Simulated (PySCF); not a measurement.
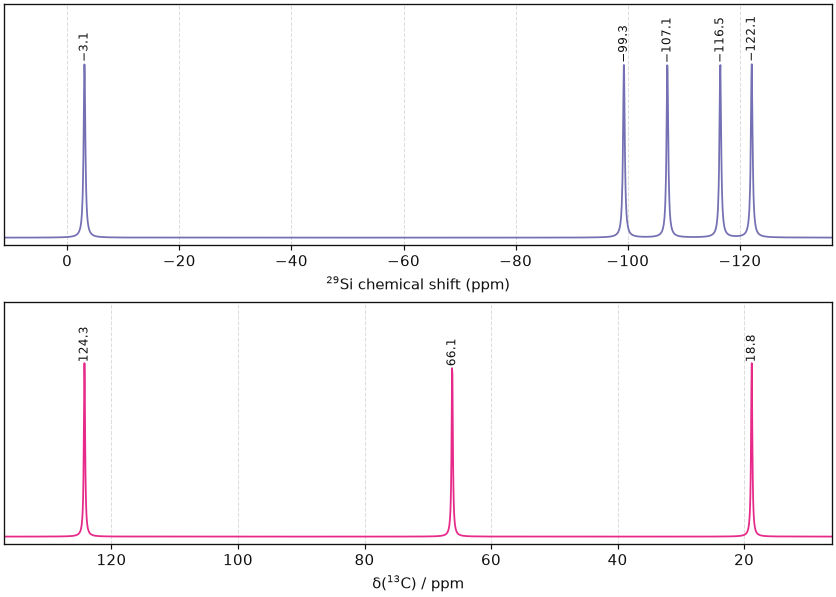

GIAO shifts, PBE0/pcSseg-1 in PySCF, at a PBE0-D3(BJ)/def2-SVP geometry (no frequency check), against TMS for ²⁹Si and TMS for ¹³C computed at the same level. Gas phase, fully decoupled, line heights follow the number of nuclei, widths are arbitrary (no quadrupolar broadening); values of one conformer, averaged over methyl-type rotors and exact or near symmetry; other conformers aren't averaged in.

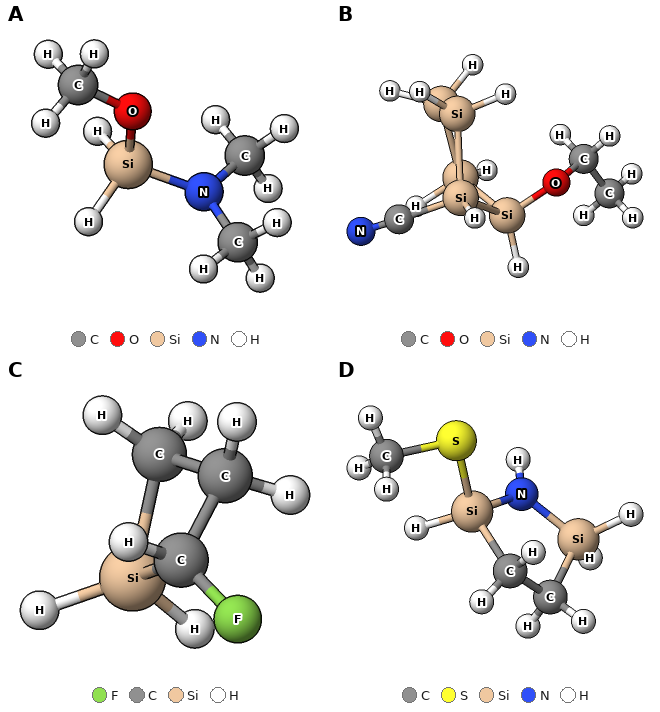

Which structure fits the spectrum? Choose among the lettered structures.

Structure B, C₃H₁₃NOSi₅, SMILES CCO[Si@@H]1[SiH2][SiH2][SiH2][Si@H]1C#N. Its ²⁹Si signals: −3.1 (1 Si), −99.3 (1 Si), −107.1 (1 Si), −116.5 (1 Si), −122.1 (1 Si) ppm. Its ¹³C signals: 124.3 (1 C), 66.1 (1 C), 18.8 (1 C) ppm.
